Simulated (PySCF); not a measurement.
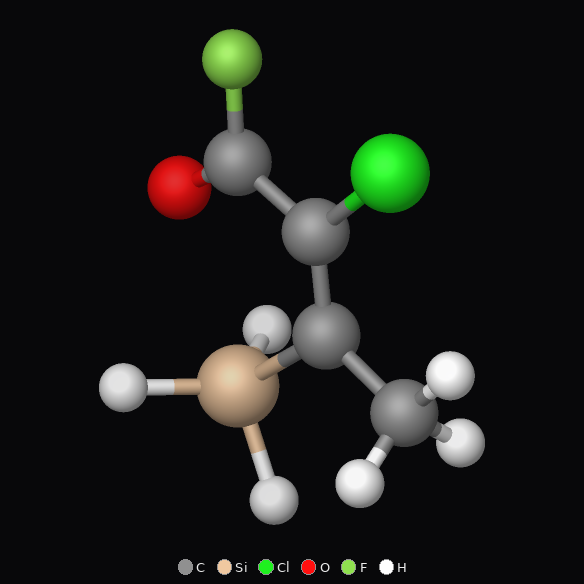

Computed geometry: GFN2-xTB optimisation. No frequency run is at hand to confirm it as a minimum.

Draw it as a skeletal formula.

SMILES: C/C([SiH3])=C(\Cl)C(=O)F

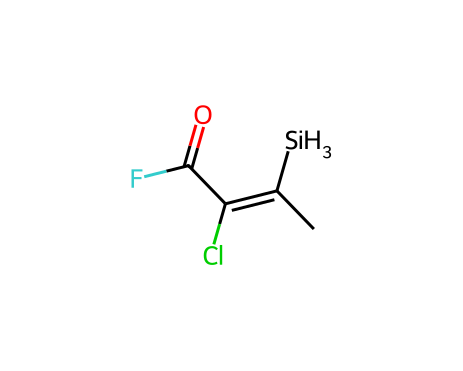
